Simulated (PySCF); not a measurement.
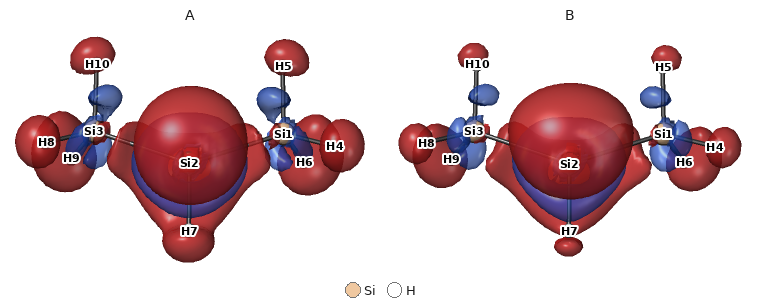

Figure 1: H7Si3, doublet, SMILES `[SiH3][SiH][SiH3]`. The two Fukui functions at ±0.015 e/Å³ (red positive, blue negative).

Level of theory: LDA (SVWN)/6-31+G* (PySCF), at a geometry from GFN2-xTB. No frequency check shows the geometry to be a minimum. GFN2-xTB doesn't know the spin state, so this open-shell geometry is rough.

The calculation's input:

```python
import numpy as np
from pyscf import gto, scf, dft
from pyscf.scf import atom_ks, atom_hf
from scipy.linalg import block_diag

def solve(mol, dm0=None, hcore=None):
    mf = (dft.UKS if mol.spin else dft.RKS)(mol, xc='svwn')
    mf.grids.level = 3
    mf = mf.density_fit(auxbasis='def2-universal-jkfit')
    mf.conv_tol, mf.max_cycle = 1e-8, 80
    if hcore is not None:
        mf.get_hcore = lambda *args: hcore
    mf.kernel(dm0)
    if not mf.converged:
        mf = mf.newton().run(mf.mo_coeff, mf.mo_occ, max_cycle=30)
    assert mf.converged, 'SCF not converged'
    return mf

mol = gto.M(atom='''
Si     2.04209     0.31075    -0.02323
Si     0.00009    -0.72689     0.10111
Si    -2.04212     0.31076    -0.02321
H      3.11328    -0.54413     0.50176
H      2.00447     1.52161     0.80499
H      2.50505     0.75143    -1.34822
H     -0.00082    -1.98257    -0.68267
H     -3.11331    -0.54411     0.50179
H     -2.50509     0.75145    -1.34820
H     -2.00448     1.52162     0.80501
''', basis='6-31+g*', charge=0, spin=1, verbose=4)
mf = solve(mol)
out = dict(e0=mf.e_tot, dm0=mf.make_rdm1(), c=mf.mo_coeff, occ=mf.mo_occ, eps=mf.mo_energy)
for name, dq, spin in [('cation', 1, 0), ('anion', -1, 0)]:
    ion = mol.copy().set(charge=mol.charge + dq, spin=spin).build()
    mi = solve(ion)
    if spin and dq > 0 and mol.nao < 130:
        c, _, stable, _ = mi.stability(return_status=True)
        if not stable:
            mi = solve(ion, mi.make_rdm1(c, mi.mo_occ))
    print(name, 'vertical energy change / eV', (mi.e_tot - mf.e_tot) * 27.211386)
    out.update({'e_' + name: mi.e_tot, 'dm_' + name: mi.make_rdm1(), 's2_' + name: mi.spin_square()[0], 'eps_' + name: mi.mo_energy, 'occ_' + name: mi.mo_occ})
# spherically averaged free atoms, for the promolecule
atm = atom_ks.get_atm_nrks(mol, xc='svwn')
pro = block_diag(*[(atm[a[0]][2] * atm[a[0]][3]) @ atm[a[0]][2].T for a in mol._atom])
np.savez('result.npz', pro=pro, **out)
```

Launched as:

```sh
OMP_NUM_THREADS=1 python input.py
```

The run took 35 s on 1 thread of Arm Neoverse N1, on a shared host, peak memory 0.29 GiB.

Partitions, critical points and surface values were worked out afterwards from this run's density.

**Why do the two look alike?**

The electron leaves from or enters the same singly occupied orbital. A is f⁻, B is f⁺. f⁻ (Hirshfeld-condensed) is largest on Si2 (0.41); the vertical ionisation energy is 7.97 eV (to the singlet cation, which needn't be its lowest state). f⁺ (Hirshfeld-condensed) is largest on Si2 (0.42); the vertical electron affinity is 1.59 eV (to the singlet anion, which needn't be its lowest state; the anion's highest orbital has positive energy, so this value and f⁺ depend on the basis).
